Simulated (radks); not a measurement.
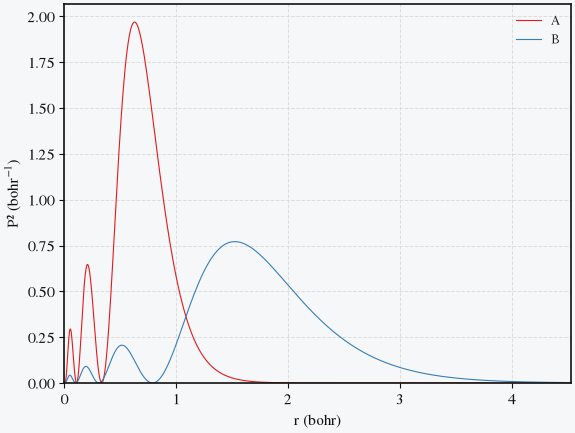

Figure 1. The radial probability densities P² (large components) of 4p3/2 and 5p1/2. A is 4p3/2; B is 5p1/2. 4p3/2: outer maximum at 0.628 bohr, ⟨r⟩ = 0.686 bohr, 2 nodes, eigenvalue −208.7 eV; 5p1/2: outer maximum at 1.52 bohr, ⟨r⟩ = 1.74 bohr, 3 nodes, eigenvalue −33.7 eV.

## Atomic calculation, with input and output: Ce²⁺

- system: the cerium ion Ce²⁺ in the configuration [Xe] 4f2 (4f5/2: 2).
- method: Dirac Kohn-Sham, Slater X-alpha with alpha = 0.667, spin-unpolarised, spherical densities, finite nucleus (the in-house radial solver radks)

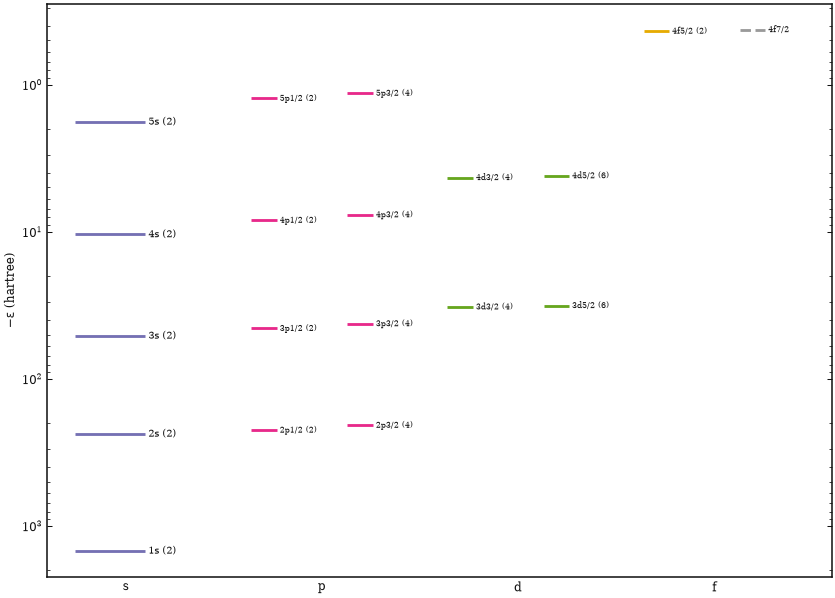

Figure 2. The occupied levels and a few empty ones, on a logarithmic scale of binding energy, are drawn (occupations in brackets, the lower j at the left of each column, empty levels dashed). The highest occupied level is 4f5/2 at −0.433 hartree. The highest 6 occupied levels, from the top down, are 4f5/2 (−0.433 hartree), 5p3/2 (−1.14 hartree), 5p1/2 (−1.24 hartree), 5s (−1.79 hartree), 4d5/2 (−4.16 hartree), 4d3/2 (−4.28 hartree). The lowest empty level drawn is 4f7/2 at −0.423 hartree. Spin-orbit splittings: 4f 0.0105 hartree, 5p 0.0960 hartree, 4d 0.120 hartree, 4p 0.692 hartree.

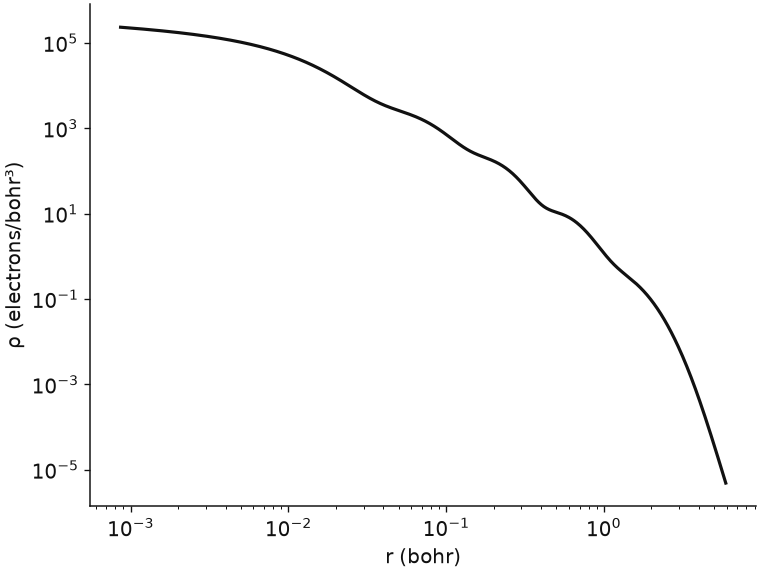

Figure 3. The electron density ρ(r) on a logarithmic scale. The density falls from 230000 electrons/bohr³ at the inner end (r = 0.00086 bohr) to 0.001 at r = 3.70 bohr, a common measure of the size of an atom or ion. The steps in the slope mark the shells; the radial density has its minima at 0.033, 0.14 and 0.44 bohr.

These pictures come from the run below.

### Input
```
Z 58
configuration [Xe] 4f2
relativity Dirac
functional xalpha 0.667
spin unpolarised
j_filling energy
nucleus finite rms 4.8771 fm
c 137.035999084
```

Energies in input and log are in hartree, lengths in bohr (the nuclear radius in fm).

### Output
```
1s1/2   1   2.0000       -1477.09765105
2s1/2   1   2.0000        -236.56557775
2p1/2   1   2.0000        -223.47773940
2p3/2   1   4.0000        -207.08578878
3s1/2   1   2.0000         -51.00223942
3p1/2   1   2.0000         -45.44452709
3p3/2   1   4.0000         -42.22459120
3d3/2   1   4.0000         -32.46602231
3d5/2   1   6.0000         -31.77353849
4s1/2   1   2.0000         -10.42234681
4p1/2   1   2.0000          -8.36153403
4p3/2   1   4.0000          -7.67000199
4d3/2   1   4.0000          -4.28472979
4d5/2   1   6.0000          -4.16462351
4f5/2   1   2.0000          -0.43305577
4f7/2   1   0.0000          -0.42253472
5s1/2   1   2.0000          -1.78868979
5p1/2   1   2.0000          -1.24011110
5p3/2   1   4.0000          -1.14412751
Etot -8852.146904084242
Ekin 9498.059885672854
Encl -21563.614571196507
Eh 3411.321020879561
Exc -197.91323944014965
err 5.247967059202494e-09
it 14
```

### Results in brief

```tsv
quantity	value
outcome	converged
total energy	−8852.1469 hartree
kinetic energy	9498.0599 hartree
electron–nucleus energy	−21563.6146 hartree
Hartree energy	3411.3210 hartree
exchange–correlation energy	−197.913239 hartree
radius at density 0.001 e/bohr³	3.70 bohr
SCF iterations	14
hardware	1 CPU thread, shared host
```
